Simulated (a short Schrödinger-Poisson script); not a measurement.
Stack: symmetric double-gate stack, Al2O3 on p-type GaN, at 400 K.

```
layer  material  thickness (nm)  Na (cm⁻³)
-----  --------  --------------  ---------
1         Al2O3             3.8          -
2           GaN              10       1e16
3         Al2O3             3.8          -
```

Constants are typed, rounded textbook-type inputs, not results; the design itself was drawn at random and stands for no fabricated device. Al2O3: permittivity 9, conduction-band edge (eV) 2.75, gap (eV) 6.8, electron mass (mₑ) 0.3. GaN: permittivity 9.5, conduction-band edge (eV) 0, gap (eV) 3.43, Nv at 300 K (cm⁻³) 4.6e19.

Channel valleys (confinement mass, in-plane density-of-states mass, number): Γ 0.2, 0.2, 1. At the gates, both at one voltage, the conduction-band edge of layer 1 lies 3.22 eV − eVg above the Fermi level of the channel. Gaps are held at their typed values at every temperature. Mesh 0.03 nm at interfaces.

Solved with a short Schrödinger-Poisson script written for these runs: 1D Poisson equation in equilibrium, electrons quantum, Hartree (BenDaniel-Duke, 12 states a valley, the channel's in-plane mass for all, wave functions ending at the dielectric), parabolic valleys, classical holes, full ionisation, no traps, pinning or gate leakage.

Only gate voltages with over 1e8 electrons/cm² are shown.

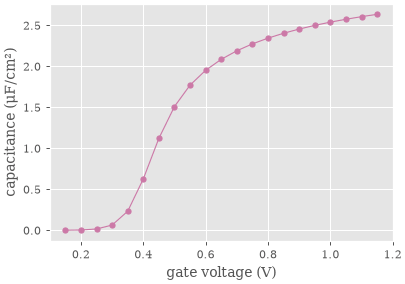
*Quasi-static capacitance against gate voltage*

```
Vg (V)  electrons (cm⁻²)  C (μF/cm²)  Γ E0 (meV)  Γ E1 (meV)
------  ----------------  ----------  ----------  ----------
0.15              1.84e8     < 0.003       339.4       395.8
0.2               7.84e8     0.00369       289.4       345.8
0.25              3.33e9      0.0156       239.6       296.0
0.3              1.39e10      0.0638       190.3       246.6
0.35             5.47e10       0.232       142.9       199.0
0.4              1.82e11       0.626       101.2       156.6
0.45             4.54e11        1.12        68.7       122.7
0.5              8.67e11        1.51        45.2        97.0
0.55             1.38e12        1.77        27.6        77.0
0.6              1.96e12        1.95        13.9        60.7
0.65             2.59e12        2.09         2.7        46.9
0.7              3.26e12        2.19        -6.8        34.9
0.75             3.96e12        2.27       -15.2        24.1
0.8              4.68e12        2.34       -22.6        14.4
0.85             5.42e12        2.40       -29.4         5.4
0.9              6.18e12        2.46       -35.7        -2.9
0.95             6.95e12        2.50       -41.5       -10.7
1                7.74e12        2.54       -47.1       -18.0
1.05             8.53e12        2.57       -52.4       -25.1
1.1              9.34e12        2.61       -57.5       -31.8
1.15             1.02e13        2.63       -62.5       -38.2
```

Subbands count from the Fermi level. The capacitance is that of both gates.

In real p-type GaN the Mg acceptor is only partly ionised, and so wide a gap doesn't supply an inversion layer without source and drain.
